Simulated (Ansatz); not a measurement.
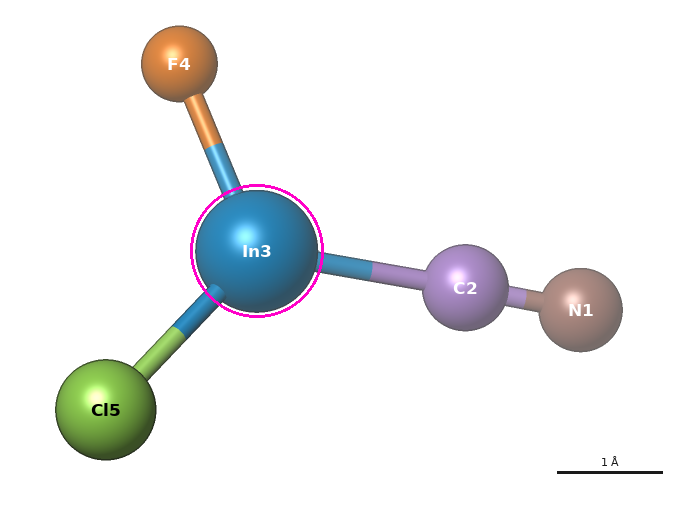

Source: calculation with Ansatz.

Orthographic view. Depth is shown by fading: the farther an atom, the more it takes the colour of the background. Geometry: moved along internal coordinates away from the minimum.

Name the neighbours of the circled atom.

The circled atom is In3; it is bonded to C2, F4, Cl5.

Which two atoms are farthest apart in space?

N1 and Cl5, 4.92 Å.

Which atom is nearest the viewer?

Cl5, 1.0 Å in front of the mean position.
